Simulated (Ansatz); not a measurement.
B3H4Cl: frequency calculation

System: B3H4Cl.
Method: RKS PBE/def2-SVP (Ansatz 0.2.0).

It belongs to a series of runs on one base structure; here: vibrations at the highest image of the band. Figures and captions count atoms from 1; the log counts them from 0 in places.

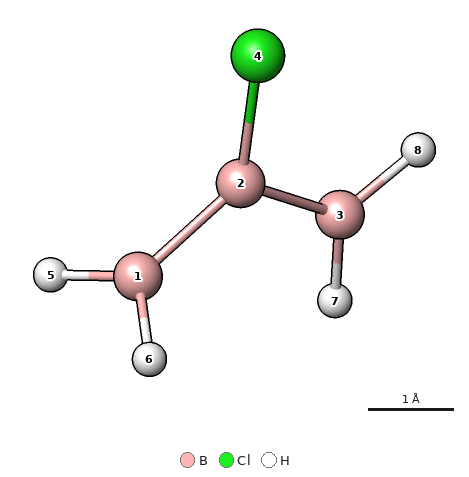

*The structure as given in the input (ball-and-stick view, seen at a tilt; atoms are numbered from 1 in the order of the input).*

Summary:

```csv
quantity,value
outcome,converged
total energy,−14600.4280 eV
mean-field energy,−14600.4280 eV
largest force (length of the vector),0.003 eV/Å
hardware,"1 thread of Arm Neoverse N1, 16 GiB of memory available, shared host"
wall time,88 s
peak memory,0.12 GiB
```

Input:
```yaml
crystal:
  periodic: [false, false, false]
  atoms:
    - { symbol: B, position_ang: [-0.304997, 1.289168, -0.650968] }
    - { symbol: B, position_ang: [-0.446448, -0.319538, -0.320534] }
    - { symbol: B, position_ang: [0.649594, -0.969895, 0.879384] }
    - { symbol: Cl, position_ang: [-1.604377, -1.42383, -1.077107] }
    - { symbol: H, position_ang: [-0.876398, 2.144154, 0.010227] }
    - { symbol: H, position_ang: [0.495522, 1.716258, -1.470622] }
    - { symbol: H, position_ang: [1.480261, -0.285005, 1.45089] }
    - { symbol: H, position_ang: [0.606844, -2.151322, 1.17872] }
basis:
  gaussian: { orbitals: def2-SVP }
hamiltonian:
  xc: pbe
phonons: {}
```

Run as:
```bash
ansatz run input.yaml --threads 1 --pin off --max-ram 2048MiB --backend cpu --events-out ev --progress --plain --runs-dir out
```

The program's output:
```
Engine: ansatz 0.2.0, aarch64-unknown-linux-gnu
Functional definition: PBE
  parameter kappa = 0.804
  parameter beta = 0.06672455060314922
  exchange = pbe_x(kappa = kappa, mu = beta*pi^2/3)
  correlation = pbe_c(beta = beta)
889 factors; their error is unknown
mean field evaluation 1: about -14595.8701 eV, gradient 3.4e1 eV
mean field evaluation 2: about -14591.8021 eV, gradient 5.0e1 eV
mean field evaluation 4: about -14600.4242 eV, gradient 3.1e0 eV
mean field evaluation 8: about -14600.4610 eV, gradient 2.4e-2 eV
mean field evaluation 16: about -14600.4280 eV, gradient 2.8e-5 eV
mean field -14600.42797674 eV, -536.5558316197 hartree, gradient 2.8e-5 eV, S^2 0.000000; 0 other end points of the search recorded, 0 dependent functions left out
the calculation of the forces begins
reference -14600.42801161 eV, -536.5558329012 hartree; 18, 18 occupied and 62, 62 virtual orbitals, 889 factors
these checks for a lower state are left out or cut short: stability, starts, cluster_reference, orbital_swaps, neighbouring_geometries, increment
889 factors; their error is unknown
mean field -14600.42791794 eV, -536.5558294590 hartree, gradient 2.1e-6 eV, S^2 0.000000; 0 other end points of the search recorded, 0 dependent functions left out
[... from here on the field's lines of each further geometry are left out, up to the last ...]
the calculation of the forces begins
reference -14600.42800435 eV, -536.5558326342 hartree; 18, 18 occupied and 62, 62 virtual orbitals, 889 factors
these checks for a lower state are left out or cut short: stability, starts, cluster_reference, orbital_swaps, neighbouring_geometries, increment
889 factors; their error is unknown
mean field -14600.42796641 eV, -536.5558312399 hartree, gradient 7.1e-7 eV, S^2 0.000000; 0 other end points of the search recorded, 0 dependent functions left out
the calculation of the forces begins
reference -14600.42800128 eV, -536.5558325215 hartree; 18, 18 occupied and 62, 62 virtual orbitals, 889 factors
WARN: phonons: modes at or below zero, which the zero-point energy, F, S and C_V leave out: 1, the lowest at -312.26 cm⁻¹. A minimum has none, and a first-order saddle one
Total energy: -14600.42801161 eV, -536.5558329012 hartree
Atom 0 at    -0.304997     1.289168    -0.650968 Å, force     0.001091     0.000820    -0.001823 eV/Å
Atom 1 at    -0.446448    -0.319538    -0.320534 Å, force     0.002068    -0.001218     0.002120 eV/Å
Atom 2 at     0.649594    -0.969895     0.879384 Å, force    -0.001396    -0.001524    -0.000567 eV/Å
Atom 3 at    -1.604377    -1.423830    -1.077107 Å, force    -0.000142     0.000956    -0.000469 eV/Å
Atom 4 at    -0.876398     2.144154     0.010227 Å, force    -0.000918     0.000171     0.000315 eV/Å
Atom 5 at     0.495522     1.716258    -1.470622 Å, force    -0.001160     0.000498    -0.000160 eV/Å
Atom 6 at     1.480261    -0.285005     1.450890 Å, force     0.000633     0.000562    -0.000039 eV/Å
Atom 7 at     0.606844    -2.151322     1.178720 Å, force    -0.000176    -0.000264     0.000624 eV/Å
Dipole moment:     0.042385     0.035796     0.029086 e Å
Vibrations: -312.26 22.95 225.66 237.93 361.99 517.88 542.62 660.67 828.88 916.39 952.75 1016.14 1140.10 1144.40 2483.74 2500.84 2552.36 2591.20 cm⁻¹, zero-point energy 1.159035 eV
```

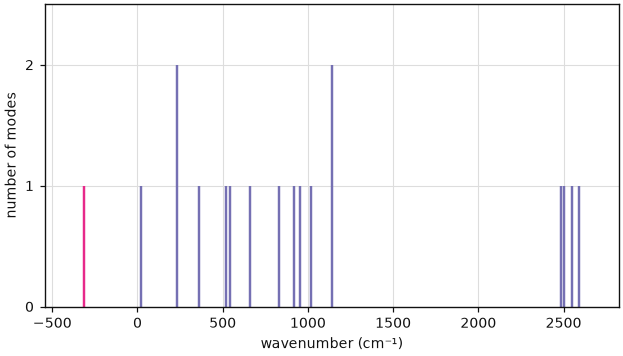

*Harmonic vibrational wavenumbers from the force constants; neighbouring modes closer than 13 cm⁻¹ are counted in one stick, and imaginary ones are drawn at negative wavenumbers.*

18 modes from 312i to 2591 cm⁻¹, 1 imaginary beyond 8i (312i cm⁻¹): a first-order saddle point, if the geometry is stationary.
